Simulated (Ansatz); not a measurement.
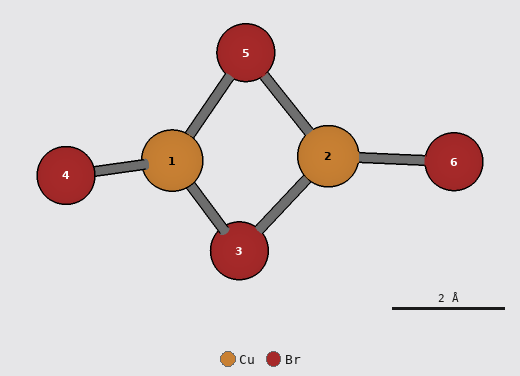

Figure 1. The structure as given in the input (ball-and-stick view, seen at a tilt; atoms are numbered from 1 in the order of the input). Sticks mark near contacts. Bond lengths as drawn: Br–Cu 2.26 to 2.39 Å.

**Run report: Cu$_{2}$Br$_{4}$, geometry relaxation**

The run: geometry relaxation of Cu$_{2}$Br$_{4}$. Method and program: RKS r2SCAN-D4/def2-SVP (Ansatz 0.2.0).

The geometry: GFN1-xTB start. Figures and captions count atoms from 1; the log counts them from 0 in places.

The input:
```yaml
crystal:
  periodic: [false, false, false]
  atoms:
    - {symbol: Cu, position_ang: [-0.228570, -0.055660, 1.430690]}
    - {symbol: Cu, position_ang: [0.161440, 0.144560, -1.436540]}
    - {symbol: Br, position_ang: [-1.652250, -0.907180, -0.290700]}
    - {symbol: Br, position_ang: [-0.063030, -0.714640, 3.584510]}
    - {symbol: Br, position_ang: [0.822860, 1.723930, 0.234350]}
    - {symbol: Br, position_ang: [0.959540, -0.191020, -3.522300]}
basis:
  gaussian: {orbitals: def2-SVP}
hamiltonian: {xc: r2scan, dispersion: d4}
scf: {lower_state_search: "off"}
output: {orbitals: {seedname: orbitals}}
relax: {f_tol: 0.02, max_steps: 100}
```

Machine: 4 threads of Intel Xeon @ 2.50GHz, 31 GiB of memory available, shared host.

Run as:
```bash
ansatz run in.yaml --threads 4 --pin off --events-out ev --progress --plain --max-ram 4787MiB
```

Output:
```
Functional definition: r2SCAN
  name "r2SCAN"
  cite "Furness, Kaplan, Ning, Perdew & Sun, J. Phys. Chem. Lett. 11, 8208 (2020) doi:10.1021/acs.jpclett.0c02405"
  cite "Furness, Kaplan, Ning, Perdew & Sun, J. Phys. Chem. Lett. 11, 9248 (2020) doi:10.1021/acs.jpclett.0c03077"
  parent r2scan
  parameter k0 = 0.174
  parameter k1 = 0.065
  parameter a1 = 4.9479
  exchange = r2scan_x(k0 = k0, k1 = k1, a1 = a1)
  correlation = r2scan_c
these checks for a lower state are left out or cut short: stability, starts, cluster_reference, orbital_swaps, neighbouring_geometries, increment
2148 factors; their error is unknown
mean field evaluation 1: about -369421.7687 eV, gradient 4.2e1 eV
mean field evaluation 2: about -369370.8652 eV, gradient 2.0e2 eV
mean field evaluation 4: about -369414.2598 eV, gradient 5.8e1 eV
mean field evaluation 8: about -369424.5553 eV, gradient 3.6e-3 eV
mean field -369424.55533625 eV, -13576.1020036499 hartree, gradient 2.4e-6 eV, S^2 0.000000; 0 other end points of the search recorded, 0 dependent functions left out
the calculation of the forces begins
reference -369424.55536170 eV, -13576.1020045853 hartree; 99, 99 occupied and 91, 91 virtual orbitals, 2148 factors
relax step   1: F+E_penalty+E_count = -369424.63483255 eV  Δ(F+E_penalty+E_count) = +0.000e0 eV  max|allowed force component| = 4.564e-1 eV/Å  Δτ_max = 0.0000 Å  (42 SCF iters, accepted)
these checks for a lower state are left out or cut short: stability, starts, cluster_reference, orbital_swaps, neighbouring_geometries, increment
2148 factors; their error is unknown
mean field evaluation 16: about -369424.5848 eV, gradient 2.0e-1 eV
mean field -369424.58488106 eV, -13576.1030894018 hartree, gradient 1.0e-6 eV, S^2 0.000000; 0 other end points of the search recorded, 0 dependent functions left out
[... from here on the field's lines of each further geometry are left out, up to the last ...]
relax step   2: F+E_penalty+E_count = -369424.66456265 eV  Δ(F+E_penalty+E_count) = -2.973e-2 eV  max|allowed force component| = 1.064e-1 eV/Å  Δτ_max = 0.0522 Å  (27 SCF iters, accepted)
relax step   3: F+E_penalty+E_count = -369424.66649554 eV  Δ(F+E_penalty+E_count) = -1.933e-3 eV  max|allowed force component| = 1.201e-2 eV/Å  Δτ_max = 0.0132 Å  (28 SCF iters, accepted)
relax step   4: F+E_penalty+E_count = -369424.66673807 eV  Δ(F+E_penalty+E_count) = -2.425e-4 eV  max|allowed force component| = 1.012e-2 eV/Å  Δτ_max = 0.0090 Å  (28 SCF iters, accepted)
relax step   5: F+E_penalty+E_count = -369424.66769222 eV  Δ(F+E_penalty+E_count) = -9.541e-4 eV  max|allowed force component| = 3.275e-2 eV/Å  Δτ_max = 0.0574 Å  (31 SCF iters, accepted)
relax step   6: F+E_penalty+E_count = -369424.66841971 eV  Δ(F+E_penalty+E_count) = -7.275e-4 eV  max|allowed force component| = 5.323e-2 eV/Å  Δτ_max = 0.0582 Å  (32 SCF iters, accepted)
relax step   7: F+E_penalty+E_count = -369424.66924560 eV  Δ(F+E_penalty+E_count) = -8.259e-4 eV  max|allowed force component| = 6.244e-2 eV/Å  Δτ_max = 0.0673 Å  (32 SCF iters, accepted)
relax step   8: F+E_penalty+E_count = -369424.67012545 eV  Δ(F+E_penalty+E_count) = -8.798e-4 eV  max|allowed force component| = 5.331e-2 eV/Å  Δτ_max = 0.0391 Å  (32 SCF iters, accepted)
relax step   9: F+E_penalty+E_count = -369424.67162938 eV  Δ(F+E_penalty+E_count) = -1.504e-3 eV  max|allowed force component| = 5.688e-2 eV/Å  Δτ_max = 0.0792 Å  (32 SCF iters, accepted)
relax step  10: F+E_penalty+E_count = -369424.67383330 eV  Δ(F+E_penalty+E_count) = -2.204e-3 eV  max|allowed force component| = 9.382e-2 eV/Å  Δτ_max = 0.0593 Å  (33 SCF iters, accepted)
relax step  11: F+E_penalty+E_count = -369424.68021152 eV  Δ(F+E_penalty+E_count) = -6.378e-3 eV  max|allowed force component| = 2.251e-1 eV/Å  Δτ_max = 0.1905 Å  (36 SCF iters, accepted)
relax step  12: F+E_penalty+E_count = -369424.68749483 eV  Δ(F+E_penalty+E_count) = -7.283e-3 eV  max|allowed force component| = 4.027e-1 eV/Å  Δτ_max = 0.1950 Å  (34 SCF iters, accepted)
relax step  13: F+E_penalty+E_count = -369424.69839549 eV  Δ(F+E_penalty+E_count) = -1.090e-2 eV  max|allowed force component| = 4.020e-1 eV/Å  Δτ_max = 0.1712 Å  (34 SCF iters, accepted)
relax step  14: F+E_penalty+E_count = -369424.72887812 eV  Δ(F+E_penalty+E_count) = -3.048e-2 eV  max|allowed force component| = 2.250e-1 eV/Å  Δτ_max = 0.0887 Å  (30 SCF iters, accepted)
relax step  15: F+E_penalty+E_count = -369424.73820135 eV  Δ(F+E_penalty+E_count) = -9.323e-3 eV  max|allowed force component| = 1.374e-1 eV/Å  Δτ_max = 0.1429 Å  (32 SCF iters, accepted)
the calculation of the forces begins
reference -369424.66899240 eV, -13576.1061804363 hartree; 99, 99 occupied and 91, 91 virtual orbitals, 2148 factors
relax step  16: F+E_penalty+E_count = -369424.75050399 eV  Δ(F+E_penalty+E_count) = -1.230e-2 eV  max|allowed force component| = 4.762e-2 eV/Å  Δτ_max = 0.1247 Å  (31 SCF iters, accepted)
these checks for a lower state are left out or cut short: stability, starts, cluster_reference, orbital_swaps, neighbouring_geometries, increment
2148 factors; their error is unknown
mean field -369424.67156447 eV, -13576.1062749581 hartree, gradient 1.3e-6 eV, S^2 0.000000; 0 other end points of the search recorded, 0 dependent functions left out
the calculation of the forces begins
reference -369424.67158841 eV, -13576.1062758380 hartree; 99, 99 occupied and 91, 91 virtual orbitals, 2148 factors
relax step  17: F+E_penalty+E_count = -369424.75314245 eV  Δ(F+E_penalty+E_count) = -2.638e-3 eV  max|allowed force component| = 1.011e-2 eV/Å  Δτ_max = 0.0316 Å  (28 SCF iters, accepted)
```

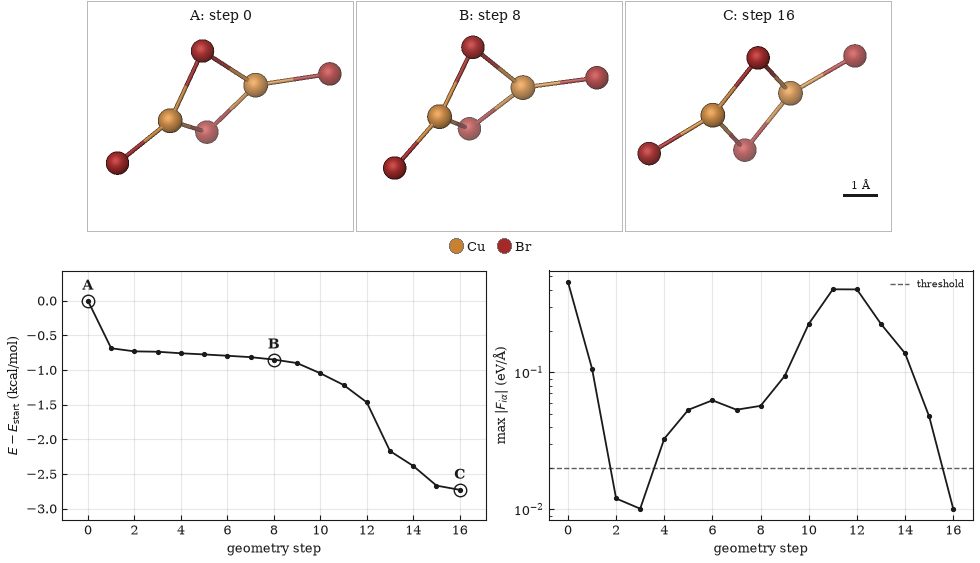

Figure 2. Frames of the relaxation (ball-and-stick view, seen at a tilt) above the curves, on which the letters mark them (the first geometry is step 0 here and step 1 in the log).

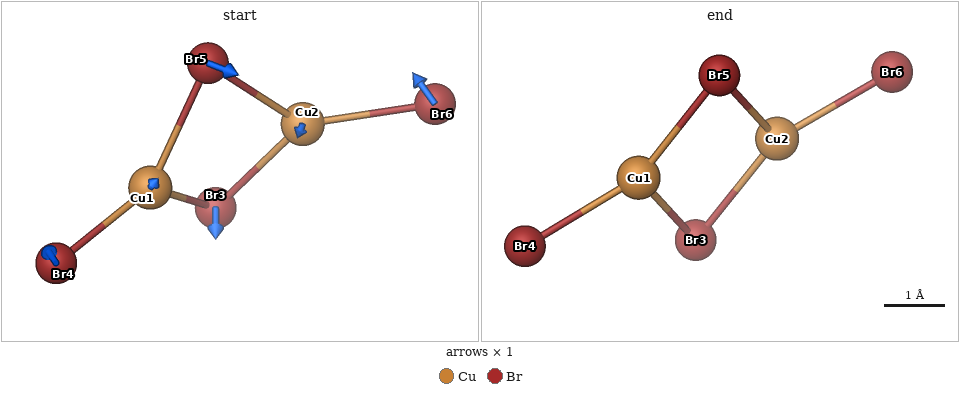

Figure 3. Before (left) and after (right) the relaxation, at one scale (ball-and-stick view, seen at a tilt). The blue arrows give the displacements, at true length. After 16 geometry steps the energy has fallen by 2.73 kcal/mol. Largest force component: 0.46 eV/Å at the start, 0.01 eV/Å at the end. The atom that moves furthest after the best rigid fit is Br6 (0.68 Å). Largest moves by element: Br 0.68 Å, Cu 0.28 Å. Among the contacts that change: Cu1–Br5 2.388 → 2.328 Å, Cu1–Br3 2.391 → 2.363 Å, Cu1–Br4 2.258 → 2.248 Å. Among the angles that change: Br5–Cu2–Br6 130.2° → 102.5°, Br3–Cu1–Br4 128.8° → 102.4°, Br3–Cu2–Br6 130.2° → 146.4°. (Atoms are counted from 1 in the order of the input.)

```
Total energy: -369424.75316640 eV, -13576.1092737738 hartree
Atom 0 at    -0.028325     0.078407     1.324068 Å, force    -0.004633    -0.007505    -0.000922 eV/Å
Atom 1 at     0.023962    -0.072401    -1.323689 Å, force    -0.004784    -0.005619    -0.010109 eV/Å
Atom 2 at    -1.345640    -1.389693     0.022520 Å, force     0.006036     0.003199    -0.001949 eV/Å
Atom 3 at    -0.648146    -0.445608     3.420041 Å, force    -0.001091     0.003207     0.000073 eV/Å
Atom 4 at     1.322827     1.410656    -0.023880 Å, force     0.009400     0.007794     0.003322 eV/Å
Atom 5 at     0.675312     0.418629    -3.419050 Å, force    -0.004928    -0.001077     0.009585 eV/Å
Dipole moment:    -0.005029     0.005576     0.000156 e Å
Checks for a lower state left out: stability, starts, cluster_reference, orbital_swaps, neighbouring_geometries, increment
```

Trajectory as extended XYZ (Å, eV, eV/Å), 17 frames, from step=1 to step=17:
```
6
Properties=species:S:1:pos:R:3:forces:R:3 step=1 energy=-369424.63483
Cu   -0.2286   -0.0557    1.4307   -0.0636   0.0827  -0.1080
Cu    0.1614    0.1446   -1.4365   -0.0885   0.0582   0.1107
Br   -1.6522   -0.9072   -0.2907    0.4251   0.2678   0.0746
Br   -0.0630   -0.7146    3.5845    0.0081   0.0315  -0.1561
Br    0.8229    1.7239    0.2344   -0.2439  -0.4564  -0.0755
Br    0.9595   -0.1910   -3.5223   -0.0372   0.0161   0.1544
6
Properties=species:S:1:pos:R:3:forces:R:3 step=2 energy=-369424.66456
Cu   -0.2371   -0.0513    1.4465   -0.0231   0.0281  -0.0349
Cu    0.1580    0.1480   -1.4522   -0.0341   0.0133   0.0375
Br   -1.6195   -0.8713   -0.2828    0.0989   0.0557   0.0150
Br   -0.0572   -0.7182    3.5858    0.0096   0.0061  -0.0487
Br    0.7896    1.6849    0.2248   -0.0474  -0.1064  -0.0167
Br    0.9662   -0.1920   -3.5221   -0.0039   0.0033   0.0478
6
Properties=species:S:1:pos:R:3:forces:R:3 step=3 energy=-369424.66650
Cu   -0.2424   -0.0468    1.4438   -0.0074   0.0071  -0.0026
Cu    0.1525    0.1492   -1.4498   -0.0120  -0.0022   0.0022
Br   -1.6158   -0.8647   -0.2812   -0.0053  -0.0010  -0.0008
Br   -0.0494   -0.7205    3.5753    0.0091  -0.0068   0.0021
Br    0.7839    1.6767    0.2222    0.0043   0.0055   0.0000
Br    0.9712   -0.1940   -3.5104    0.0114  -0.0026  -0.0009
6
Properties=species:S:1:pos:R:3:forces:R:3 step=4 energy=-369424.66674
Cu   -0.2455   -0.0441    1.4424   -0.0011   0.0020   0.0024
Cu    0.1485    0.1491   -1.4488   -0.0064  -0.0059  -0.0033
Br   -1.6207   -0.8624   -0.2807   -0.0092   0.0007  -0.0008
Br   -0.0423   -0.7242    3.5712    0.0060  -0.0053   0.0008
Br    0.7821    1.6781    0.2208    0.0019   0.0101   0.0004
Br    0.9779   -0.1965   -3.5050    0.0088  -0.0016   0.0005
6
Properties=species:S:1:pos:R:3:forces:R:3 step=5 energy=-369424.66769
Cu   -0.2547   -0.0335    1.4351    0.0211  -0.0115   0.0297
Cu    0.1286    0.1430   -1.4438    0.0134  -0.0175  -0.0328
Br   -1.6552   -0.8365   -0.2746   -0.0183  -0.0006  -0.0029
Br   -0.0001   -0.7511    3.5480   -0.0072   0.0029  -0.0208
Br    0.7591    1.6924    0.2088   -0.0006   0.0236   0.0034
Br    1.0224   -0.2143   -3.4735   -0.0084   0.0031   0.0233
6
Properties=species:S:1:pos:R:3:forces:R:3 step=6 energy=-369424.66842
Cu   -0.2526   -0.0226    1.4265    0.0307  -0.0114   0.0496
Cu    0.1109    0.1364   -1.4376    0.0235  -0.0242  -0.0532
Br   -1.6880   -0.8076   -0.2642   -0.0155  -0.0025  -0.0059
Br    0.0342   -0.7850    3.5214   -0.0141   0.0098  -0.0416
Br    0.7314    1.7152    0.1934   -0.0018   0.0197   0.0055
Br    1.0641   -0.2365   -3.4395   -0.0228   0.0086   0.0456
6
Properties=species:S:1:pos:R:3:forces:R:3 step=7 energy=-369424.66925
Cu   -0.2409   -0.0021    1.4172    0.0351  -0.0056   0.0547
Cu    0.0915    0.1264   -1.4287    0.0225  -0.0263  -0.0585
Br   -1.7210   -0.7767   -0.2448    0.0013   0.0006  -0.0078
Br    0.0627   -0.8336    3.4845   -0.0183   0.0196  -0.0590
Br    0.6996    1.7494    0.1693   -0.0071  -0.0034   0.0081
Br    1.1081   -0.2634   -3.3974   -0.0335   0.0152   0.0624
6
Properties=species:S:1:pos:R:3:forces:R:3 step=8 energy=-369424.67013
Cu   -0.2224    0.0155    1.4112    0.0259   0.0038   0.0433
Cu    0.0777    0.1168   -1.4227    0.0097  -0.0250  -0.0426
Br   -1.7339   -0.7670   -0.2244    0.0164   0.0058  -0.0069
Br    0.0624   -0.8642    3.4602   -0.0150   0.0196  -0.0533
Br    0.6880    1.7705    0.1481   -0.0093  -0.0209   0.0081
Br    1.1281   -0.2715   -3.3723   -0.0277   0.0169   0.0515
6
Properties=species:S:1:pos:R:3:forces:R:3 step=9 energy=-369424.67163
Cu   -0.1745    0.0642    1.4064   -0.0002   0.0005   0.0055
Cu    0.0460    0.0779   -1.4136   -0.0258  -0.0034   0.0193
Br   -1.7485   -0.7616   -0.1651    0.0490   0.0059  -0.0021
Br    0.0336   -0.9229    3.4154   -0.0099   0.0350  -0.0569
Br    0.6814    1.7998    0.0885   -0.0011  -0.0512   0.0140
Br    1.1619   -0.2575   -3.3317   -0.0121   0.0131   0.0201
6
Properties=species:S:1:pos:R:3:forces:R:3 step=10 energy=-369424.67383
Cu   -0.1450    0.0834    1.3977   -0.0203  -0.0054   0.0044
Cu    0.0283    0.0620   -1.4067   -0.0402   0.0042   0.0665
Br   -1.7315   -0.8101   -0.1357    0.0858   0.0403   0.0188
Br   -0.0235   -0.9150    3.4091   -0.0103   0.0354  -0.0586
Br    0.7293    1.7949    0.0664   -0.0273  -0.0938  -0.0093
Br    1.1423   -0.2152   -3.3309    0.0124   0.0194  -0.0218
6
Properties=species:S:1:pos:R:3:forces:R:3 step=11 energy=-369424.68021
Cu   -0.0604    0.1275    1.3895   -0.1297  -0.1268   0.0891
Cu   -0.0112   -0.0189   -1.3957    0.0381   0.0787   0.0385
Br   -1.6711   -0.9370   -0.0373    0.1658   0.0538   0.0220
Br   -0.2075   -0.8675    3.4220    0.0238   0.1370  -0.2251
Br    0.8655    1.7379   -0.0129   -0.0237  -0.1586  -0.0298
Br    1.0848   -0.0419   -3.3655   -0.0743   0.0160   0.1054
6
Properties=species:S:1:pos:R:3:forces:R:3 step=12 energy=-369424.68750
Cu   -0.0789    0.1025    1.3941   -0.1006  -0.1486   0.1956
Cu    0.0129   -0.0163   -1.3992    0.0840   0.0630  -0.0891
Br   -1.5861   -1.0723   -0.0580    0.2124   0.1169   0.0746
Br   -0.3213   -0.7365    3.5059    0.0169   0.1556  -0.4027
Br    1.0093    1.6448    0.0181   -0.0921  -0.2122  -0.0660
Br    0.9640    0.0778   -3.4609   -0.1207   0.0253   0.2877
6
Properties=species:S:1:pos:R:3:forces:R:3 step=13 energy=-369424.69840
Cu   -0.0268    0.1454    1.3733   -0.1883  -0.2484   0.0948
Cu   -0.0352   -0.0535   -1.3802    0.1301   0.0903   0.0780
Br   -1.5144   -1.2021    0.0276    0.2785   0.2152  -0.0026
Br   -0.4668   -0.6864    3.4622    0.0911   0.2116  -0.4020
Br    1.1401    1.5818   -0.0532   -0.1644  -0.2504   0.0076
Br    0.9032    0.2147   -3.4297   -0.1469  -0.0183   0.2243
6
Properties=species:S:1:pos:R:3:forces:R:3 step=14 energy=-369424.72888
Cu   -0.0191    0.0993    1.3571   -0.1506  -0.1013   0.0421
Cu   -0.0045   -0.0559   -1.3638    0.0303   0.0567   0.0995
Br   -1.4794   -1.2407    0.0106    0.1988   0.1264   0.0197
Br   -0.5076   -0.6078    3.4568    0.0533   0.0883  -0.2250
Br    1.1734    1.5449   -0.0293   -0.0783  -0.1726  -0.0307
Br    0.8372    0.2602   -3.4314   -0.0536   0.0025   0.0942
6
Properties=species:S:1:pos:R:3:forces:R:3 step=15 energy=-369424.73820
Cu   -0.0030    0.1176    1.3552    0.0247   0.0356  -0.0968
Cu    0.0052   -0.0742   -1.3469   -0.0153  -0.0021   0.1295
Br   -1.3697   -1.3000    0.0661   -0.0991  -0.1264  -0.1354
Br   -0.6273   -0.5558    3.3985    0.0172   0.0305   0.1374
Br    1.2548    1.4639   -0.0530    0.0736   0.0597   0.0605
Br    0.7400    0.3485   -3.4199   -0.0010   0.0027  -0.0952
6
Properties=species:S:1:pos:R:3:forces:R:3 step=16 energy=-369424.75050
Cu   -0.0552    0.0950    1.3223    0.0473  -0.0391   0.0194
Cu    0.0096   -0.0550   -1.3288    0.0444  -0.0208   0.0322
Br   -1.3282   -1.4069    0.0169   -0.0189   0.0284   0.0026
Br   -0.6412   -0.4427    3.4263   -0.0174   0.0142  -0.0243
Br    1.3421    1.3938   -0.0134   -0.0476  -0.0002  -0.0299
Br    0.6730    0.4158   -3.4233   -0.0078   0.0175   0.0000
6
Properties=species:S:1:pos:R:3:forces:R:3 step=17 energy=-369424.75314
Cu   -0.0283    0.0784    1.3241   -0.0046  -0.0075  -0.0009
Cu    0.0240   -0.0724   -1.3237   -0.0048  -0.0056  -0.0101
Br   -1.3456   -1.3897    0.0225    0.0060   0.0032  -0.0019
Br   -0.6481   -0.4456    3.4200   -0.0011   0.0032   0.0001
Br    1.3228    1.4107   -0.0239    0.0094   0.0078   0.0033
Br    0.6753    0.4186   -3.4190   -0.0049  -0.0011   0.0096
```

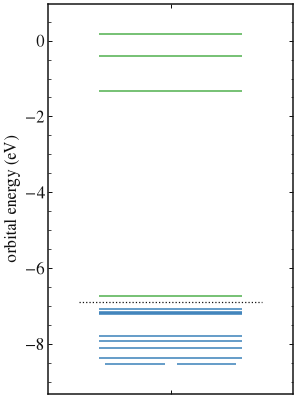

Figure 4. Orbital energies near the frontier; the dotted line parts filled from empty levels, and levels within 0.02 eV of each other stand side by side. Highest filled −7.07 eV, lowest empty −6.73 eV, 0.34 eV apart.

Results in brief:

- outcome: converged
- total energy: −369424.7532 eV
- mean-field energy: −369424.6716 eV
- dispersion energy: −0.0816 eV
- HOMO: −7.07 eV
- LUMO: −6.73 eV
- largest force (length of the vector) at the end: 0.013 eV/Å
- dipole moment: 0.04 D
- wall time: 2.1 min (CPU time 8 min)
- peak memory: 0.41 GiB
